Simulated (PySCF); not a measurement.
# C9H25N3Si (SiH(NHiPr)3): what the fields show

Input file:

```
{"job": {"kind": "nmr", "xc": "PBE0", "basis": "pcSseg-1"}, "charge": 0, "multiplicity": 1}
Si    -0.005594    -0.006938    -0.423132
H     -0.010477    -0.009373     1.081830
N      1.615671    -0.018447    -1.036674
C      2.805240     0.567855    -0.443538
C      3.397075    -0.306412     0.662091
C      2.519820     1.976739     0.061027
H      1.809175    -0.818472    -1.629383
H      3.566025     0.658031    -1.241843
H      2.688544    -0.394147     1.501582
H      4.340264     0.109736     1.051556
H      3.601835    -1.321687     0.288365
H      1.760760     1.965660     0.860327
H      3.429914     2.437097     0.474427
H      2.145401     2.617582    -0.750827
N     -0.802412     1.403822    -1.039643
C     -1.893106     2.152575    -0.440493
C     -1.409906     3.127223     0.633610
C     -2.958068     1.211450     0.108205
H     -0.208782     1.961871    -1.643916
H     -2.370414     2.748423    -1.241575
H     -0.959119     2.576663     1.475307
H     -2.235053     3.742104     1.028697
H     -0.643575     3.806063     0.228336
H     -2.552767     0.581978     0.917305
H     -3.806161     1.778080     0.521520
H     -3.337391     0.544024    -0.679606
N     -0.824328    -1.403090    -1.044306
C     -0.919631    -2.727060    -0.454389
C     -1.994677    -2.806882     0.629438
C      0.433828    -3.181726     0.077612
H     -1.600275    -1.170066    -1.654470
H     -1.203906    -3.431870    -1.258500
H     -1.735416    -2.150720     1.476068
H     -2.111996    -3.833206     1.013171
H     -2.968636    -2.476543     0.236269
H      0.785901    -2.518592     0.884758
H      0.370428    -4.199825     0.490035
H      1.192346    -3.176709    -0.718933
```

Run with:

```sh
OMP_NUM_THREADS=2 python probes_run.py task.json out
```

Geometry: PBE0-D3(BJ)/def2-SVP.

All numbers below come from PySCF, PBE0/pcSseg-1, SCF density, gas phase, non-relativistic.

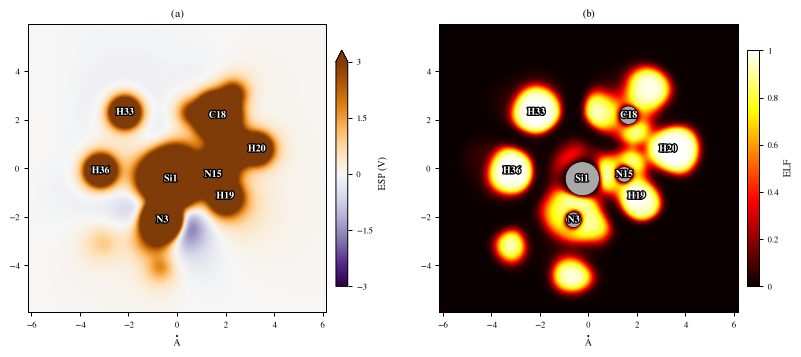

Figure 1. (a) electrostatic potential; (b) ELF on the plane of atoms N3, Si1 and N15. Grey discs cover the atomic cores in the ELF map.

What do the fields say about this system?

Atoms in the plane: Si, N, C and H.
Si–N (1.73 Å): the ELF peaks at about 0.90 between the atoms; a polar covalent bond.
N–H (1.01 Å): the ELF climbs to about 1 towards the hydrogen, as it does in any bond to H (an ordinary covalent bond to hydrogen).
The ELF also peaks beside N3, away from the bonds: lone-pair regions.
Outside the dense part of the molecule the potential is most negative (−1.6 V) near N3 and N15.

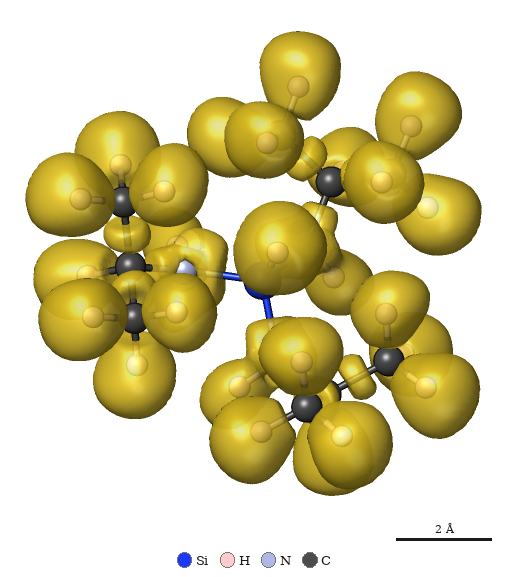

Figure 2. Isosurface of the ELF at 0.75 (yellow), seen at a tilt. Core shells and regions of very low density are left out.

Describe the localisation domains.

The ELF exceeds this value in six regions between bonded C–C atoms (shared pairs), 22 regions around hydrogen nuclei and three joined regions spread over several atoms (H, N), in which their bonds and any lone pairs are merged. Profiles from the grid: C–N (1.45 Å): the ELF peaks at about 0.95 between the atoms, as expected for a covalent bond. C–C (1.52 Å): the ELF peaks at about 0.95 between the atoms (localised, covalent bonding).

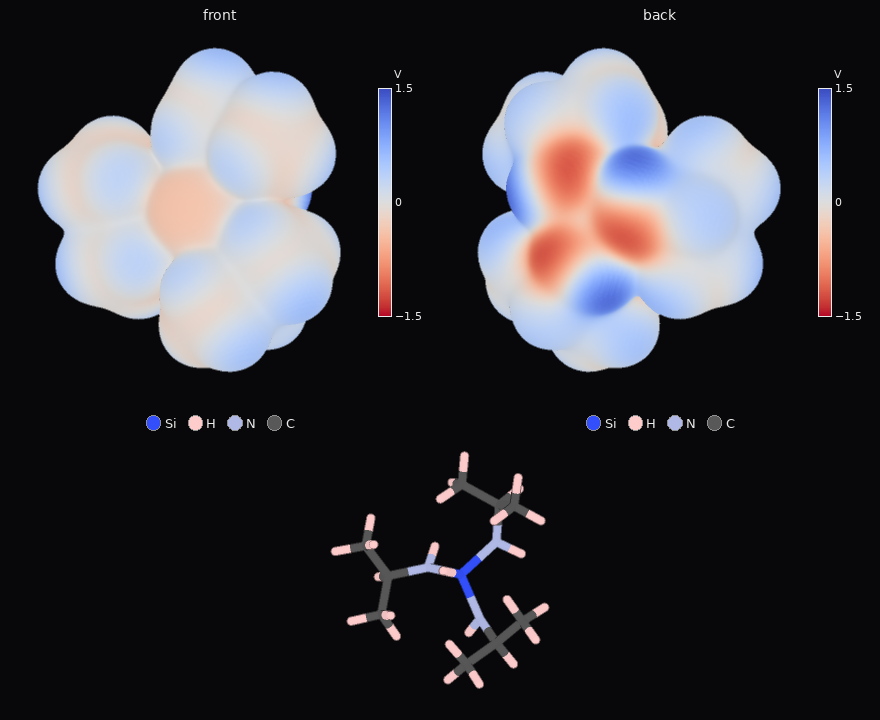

Figure 3. The molecular electrostatic potential painted on the density surface at 0.002 e/bohr³, seen from the front and from behind; red is negative and blue positive. The bare structure is drawn below in the same view.

Describe the electrostatic potential map.

The most negative region (about −1.1 V) lies over N3, N15 and N27, the most positive (about +1.2 V) over H7, H19 and H31.

How polar is the molecule by this calculation?

Its dipole moment is 0.30 D.
